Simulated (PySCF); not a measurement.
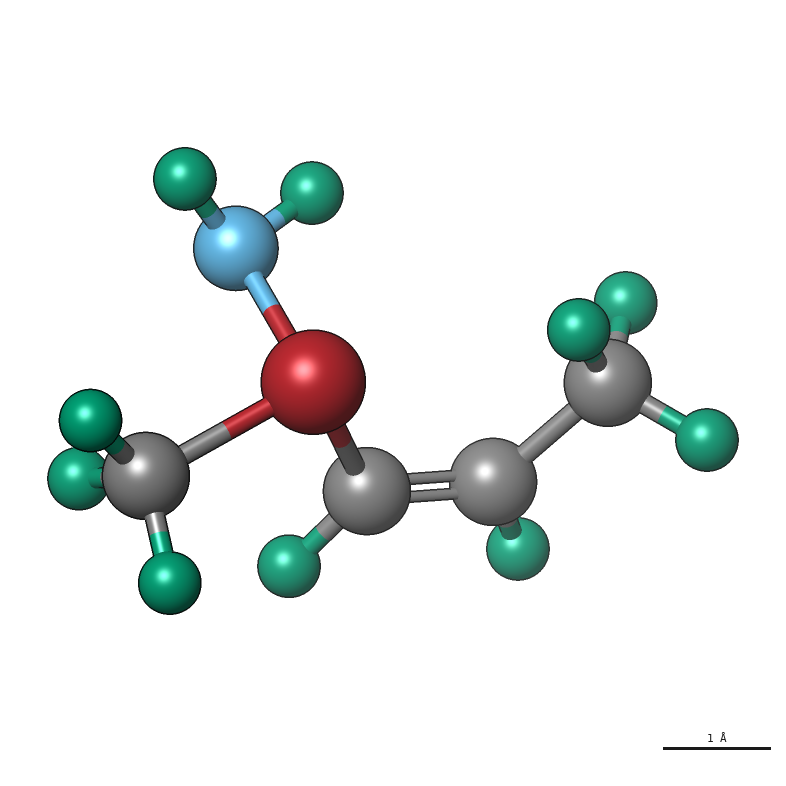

Ball-and-stick drawing of a structure. Colours: carbon grey, phosphorus red, nitrogen blue, hydrogen teal.

The computed structure is the end point of a GFN2-xTB optimisation. No frequency run is at hand to confirm it as a minimum.

Describe the molecule.

It has 16 atoms: 4 carbon, 10 hydrogen, 1 nitrogen and 1 phosphorus (C₄H₁₀NP). Its SMILES string is `C/C=C\P(C)N`. It has no ring. Among its groups: alkene. The point group is C1. Coordination: 2 C tetrahedral; 2 C trigonal planar; 1 P trigonal pyramidal; 1 N trigonal pyramidal.

The parts below concern this one geometry. Atoms keep their numbers from picture to picture.

### Shape

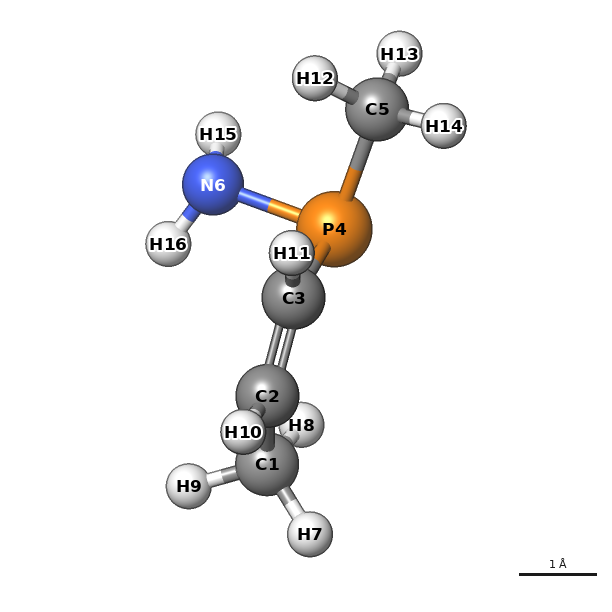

Numbered structure. No frequency run is at hand to confirm it as a minimum.

Give the bond lengths.

```csv
bond,length (Å),order
C1–C2,1.490,single
C1–H7,1.089,single
C1–H8,1.089,single
C1–H9,1.091,single
C2–C3,1.326,double
C2–H10,1.085,single
C3–P4,1.832,single
C3–H11,1.084,single
P4–C5,1.850,single
P4–N6,1.736,single
C5–H12,1.089,single
C5–H13,1.089,single
C5–H14,1.088,single
N6–H15,1.017,single
N6–H16,1.016,single
```

### Electronic properties

No frequency run is at hand to confirm it as a minimum. Properties computed with PBE0/def2-SVPD, gas phase (PySCF 2.14.0). Excitations: vertical, linear response.

Give the HOMO energy (Kohn–Sham orbital) at this level.

−5.82 eV.

Estimate the brightest of the 6 lowest singlets.

6.61 eV.

Give the mean static polarisability at this level.

85.9 bohr³.

Give the lowest vertical singlet excitation at this level.

4.33 eV.

### Quadrupole coupling

No frequency run is at hand to confirm it as a minimum. Electric field gradients from the ground-state density, PBE0/pcSseg-1 (PySCF 2.14.0), non-relativistic apart from any core potentials.

Give the largest field-gradient component, the quadrupole coupling constant and the asymmetry for 14N at N6 (Q = 20.44 mb), 2H at H7 (Q = 2.86 mb), 2H at H8 (Q = 2.86 mb), 2H at H9 (Q = 2.86 mb), 2H at H10 (Q = 2.86 mb).

```tsv
atom	V_zz (a.u.)	e²qQ/h (MHz)	η
N6	−0.989	−4.75	0.07
H7	0.312	0.210	0.02
H8	0.303	0.204	0.04
H9	0.311	0.209	0.01
H10	0.319	0.214	0.05
```

### NMR shielding

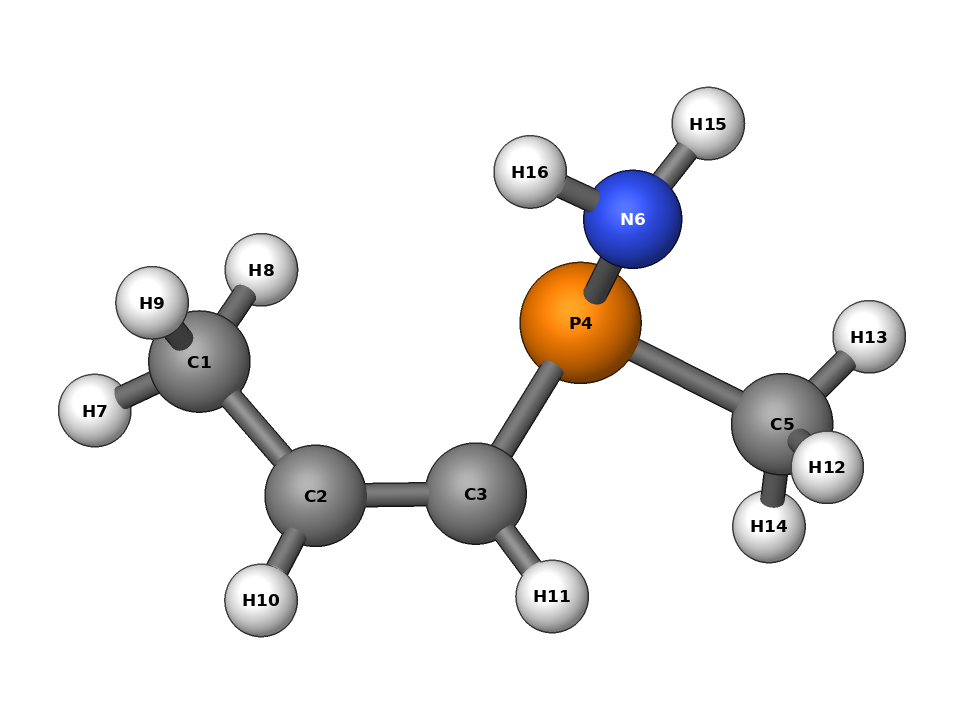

No frequency run is at hand to confirm it as a minimum. Properties computed with GIAO PBE0/pcSseg-1 NMR shielding, non-relativistic, gas phase (PySCF 2.14.0). Principal shieldings σ11 ≤ σ22 ≤ σ33, span Ω = σ33 − σ11, skew κ = 3(σiso − σ22)/Ω.

Give the shielding tensors of the N atoms.

```
atom    σ11    σ22    σ33   σiso      Ω      κ
  N6  178.7  237.6  288.2  234.8  109.5  −0.08
```

Shieldings and span in ppm.

The geometry is semi-empirical. Around P such bond lengths and angles can be off by a tenth of an ångström or more and by several degrees, and values that hang on the shape move with them.
